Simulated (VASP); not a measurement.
Band structure of TaN (space group P-6m2). Method: r2SCAN meta-GGA, VASP's PBE PAW potentials (set 64) (plane waves; VASP).

Unless said otherwise, spin-orbit coupling is left out, though it shifts the bands of the heavy elements here.

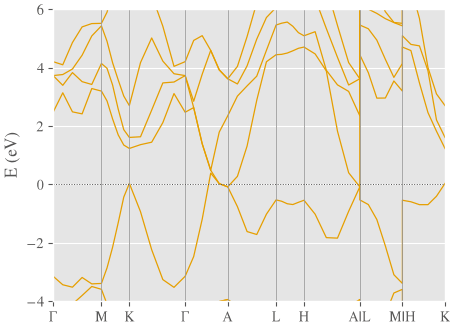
Bands along high-symmetry lines, zero at the valence-band maximum or, without a gap, the Fermi level

### Question
Read the plot: is there a gap, and where are the band edges?

### Answer
It has no gap at this level: it comes out as a metal or semimetal.

The structure comes from a computed database's TaN entry (P-6m2); how it stands against other phases isn't given here. It was relaxed first.
